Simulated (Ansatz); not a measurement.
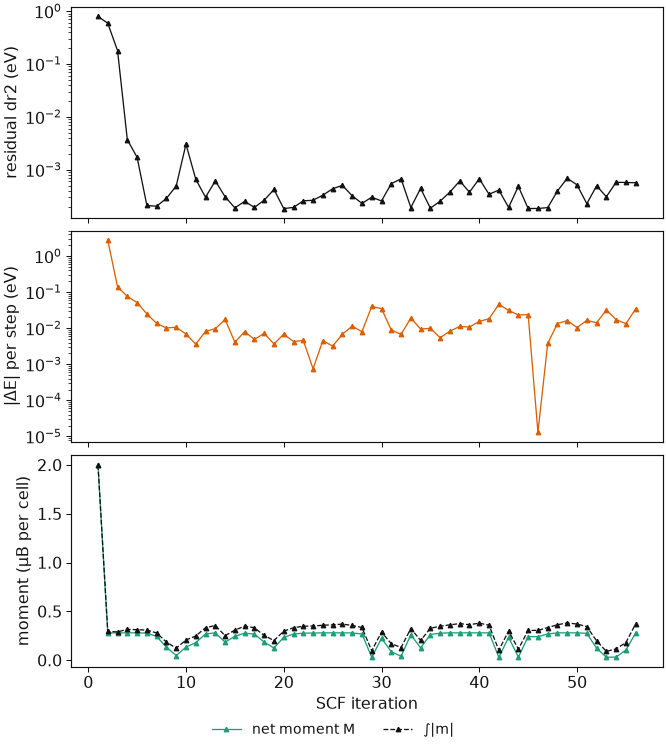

The plot shows the SCF iterations of a calculation: density residual dr2, step-to-step change of the Harris–Foulkes energy, magnetic moments. dr2 is the charge part; the magnetisation has a residual of its own.

CdH2 (3 atoms in the cell), run with Ansatz.

```
crystal:
  lattice:
    - [0.0, 2.5271675575, 2.5271675575]
    - [2.5271675575, 0.0, 2.5271675575]
    - [2.5271675575, 2.5271675575, 0.0]
  atoms:
    - { symbol: Cd, position: [0.0, 0.0, 0.0] }
    - { symbol: H, position: [0.25, 0.25, 0.25] }
    - { symbol: H, position: [0.75, 0.75, 0.75] }
kpoints:
  mp_grid: { grid: [4, 4, 4] }
hamiltonian:
  xc: hse06
scf:
  occupations: { method: fermi_dirac, width: 0.02 }
  n_extra_bands: 4
  max_iter: 56
output:
  forces: true
  stress: true
  eigenvalues: true
magnetization:
  spin_polarized: true
  initial_magnetization: 2.0
```

Command:
```bash
ansatz run input.yaml --threads 4 --pin off --max-ram 3686MiB --backend cpu --events-out ev --progress --plain --runs-dir out
```

Question: Was self-consistency reached?

Answer: It did not converge: it stopped after 56 iterations. After 1 sharp jump up on the way, the residual stalls around 3 × 10⁻⁴ from about step 12 on. The program keeps the magnetisation out of the quasi-Newton mixer until iteration 7 and then restarts the mixer with it.

Question: Read the residual at the first and at the last step drawn.

Answer: It starts near 0.8 and ends near 6 × 10⁻⁴ eV.

Question: What happens to the magnetisation?

Answer: The net moment goes from 2.0 to 0.3 μB per cell, though in an unconverged run this needn't be final.
